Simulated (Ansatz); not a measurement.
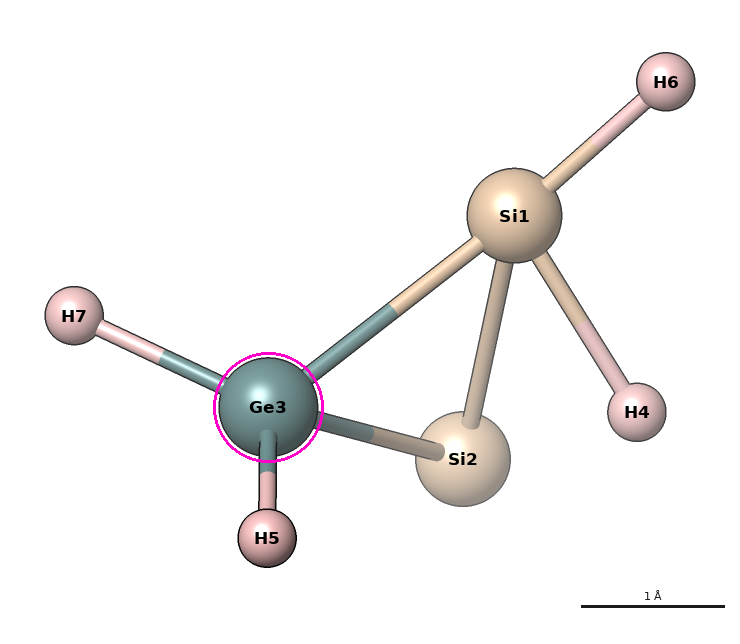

Orthographic view. Depth is shown by fading: the farther an atom, the more it takes the colour of the background. The geometry was computed by an optimisation with PBE0-D4/def2-TZVP. No frequency run is at hand to confirm it as a minimum.

**Which atoms are bonded to the circled atom?**

The circled atom is Ge3; it is bonded to Si1, Si2, H5, H7.

**Which atom is nearest the viewer?**

H5, 1.6 Å in front of the mean position.

**Which atom is farthest from the viewer?**

Si2, 1.7 Å behind the mean position.
